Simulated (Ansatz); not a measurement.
# BFH5OSi2 (SMILES F[SiH2]OB[SiH2]) (doublet): what the fields show

```
atom    x (Å)    y (Å)    z (Å)
   B  -0.9726  -0.3145   0.2823
   F   1.5467  -2.5712  -1.2445
   O  -0.6330  -1.1528  -0.7393
  Si   0.6409  -1.3548  -1.7760
  Si   0.0971   1.2267   0.9485
   H   0.0890  -1.7263  -3.0938
   H   1.4728  -0.1309  -1.8164
   H  -2.0364  -0.4908   0.8065
   H   1.5245   1.5062   0.6406
   H  -0.3432   1.9257   2.1820
```

Geometry: B3LYP/6-31G*.

Level of theory: isolated molecule in a Gaussian basis; Kohn-Sham density functional theory, functional PBE0 in Ansatz 0.2.0.

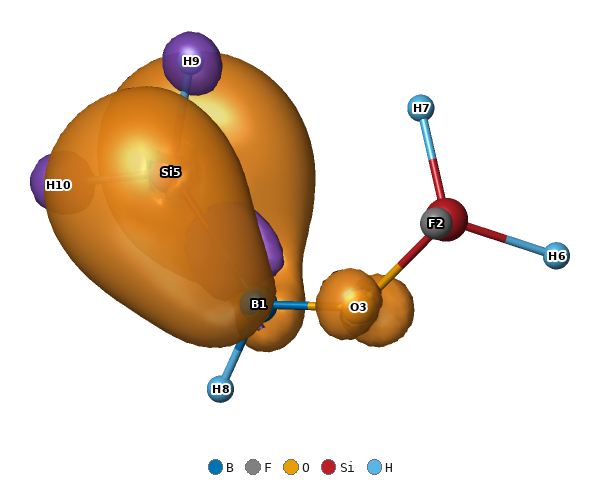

Figure 1. Isosurfaces of the spin density at +0.015 (orange) and −0.015 e/Å³ (purple), seen at a tilt.

Which atoms carry the spin?

The unpaired spin (1 electron) lies mostly on Si5 (about 0.8) and B1 (about 0.2), in electrons by Hirshfeld's partition.

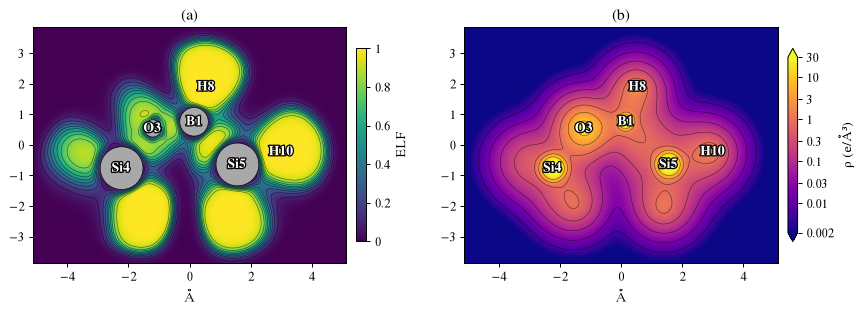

Figure 2. (a) ELF; (b) total electron density on the plane of atoms O3, B1 and Si5. Grey discs cover the atomic cores in the ELF map.

Read the bonding off the picture.

- The plane passes through B, O, Si and H nuclei.
- B–O (1.36 Å): the density is about 2 e/Å³ at the midpoint; the ELF peaks at about 0.90 between the atoms; a short, strongly polar bond.
- Si–O (1.65 Å): the density is about 1.1 e/Å³ at the midpoint; the ELF peaks at about 0.85 between the atoms; a polar covalent bond.
- Si–B (1.99 Å): ρ at the midpoint is about 0.8 e/Å³; the ELF peaks at about 1 between the atoms, as expected for localised, covalent bonding.
- B–H (1.20 Å): the density is about 1.3 e/Å³ at the midpoint; the ELF climbs to about 1 towards the hydrogen, as it does in any bond to H: an ordinary covalent bond to hydrogen.
- Si–H (1.48 Å): ρ is about 0.81 e/Å³ halfway; the ELF climbs to about 1 towards the hydrogen.
- The ELF also peaks beside O3, away from the bonds: non-bonding electrons, paired or unpaired.

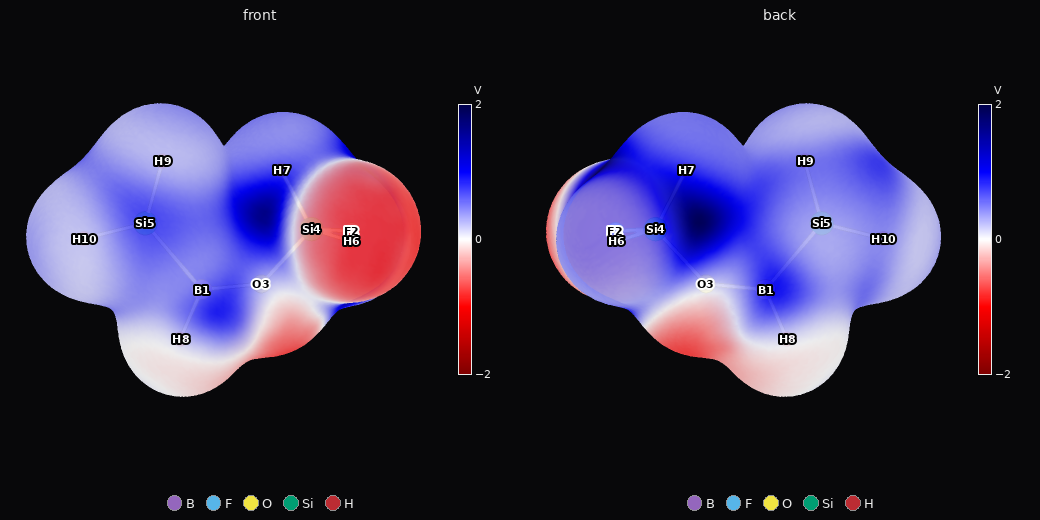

Figure 3. The molecular electrostatic potential painted on the density surface at 0.002 e/bohr³, seen from the front and from behind; red is negative and blue positive.

Which sites attract a positive test charge, and which a negative one?

A positive charge is drawn to the negative regions and a negative charge to the positive ones. The most negative region (about −0.8 V, or −18 kcal/mol for a unit charge) lies over F2, the most positive (about +1.8 V, or +42 kcal/mol for a unit charge) over Si4.

How polar is the molecule by this calculation?

Its dipole moment is 1.42 D.
